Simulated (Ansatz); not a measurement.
TiN (rock salt)

```yaml
crystal:
  lattice:
    - [0.00000, 4.24692, 4.24692]
    - [2.12346, 0.00000, 2.12346]
    - [2.12346, 2.12346, 0.00000]
  atoms:
    - { symbol: N, position: [0.00000, 0.00000, 0.00000] }
    - { symbol: N, position: [0.50000, 0.00000, 0.00000] }
    - { symbol: Ti, position: [0.25000, 0.50000, 0.50000] }
    - { symbol: Ti, position: [0.75000, 0.50000, 0.50000] }
```

In each cell atom 4 (Ti, nearest neighbour N at 2.123 Å; its periodic images, 3.0 Å or more away, move with it) moves by s·(-1.000, 0.000, 0.000) (towards the nearest neighbour), the rest being held.

Calculation: PBE (plane waves to 420 eV, PAW, scalar-relativistic; Ansatz, an electronic-structure program). k mesh 15×15×15 (Γ-centred), Fermi-Dirac smearing 0.05 eV. The energy includes the smearing's −TS. Left out: 2 of 11 points, with atoms too close for the PAW data. With partly filled bands, energies and forces of such displacements shift with the k mesh and the smearing. F∥ is the force on the atom along that direction. TiN is run without spin polarisation. TiN was relaxed with its symmetry unable to fall. The zero of ΔE is the undisplaced structure.

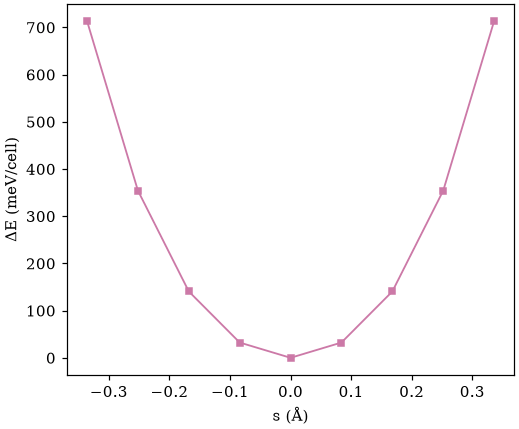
ΔE (meV/cell) against s (Å); markers are the computed points, lines only join them.

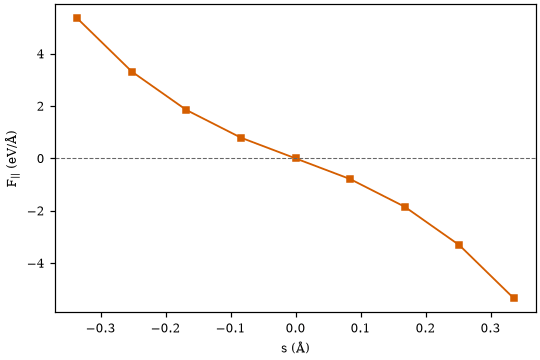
F∥ (eV/Å) against s (Å); markers are the computed points, lines only join them.

The force along the line at s = -0.336 Å is 5.35 eV/Å, the force constant k = d²E/ds² at s = 0 (finite differences) is 8.88 eV/Å² and the energy at s = 0.336 Å comes out as 714 meV/cell. Harmonic estimate at the end of the scan: ½ks² = 501 meV/cell against the computed 714 meV/cell, so the well is stiffer than harmonic there. Shape of the curve: a single well with its minimum at or next to zero displacement.

The forces along the line at the two nearest points give (0.791 − (-0.791)) / (2·0.084) = 9.42 eV/Å²; the next pair corrects for the finite step.

(For displaced atoms, the force is minus the slope of the energy, and its curvature is a force constant, which sets phonon frequencies.)
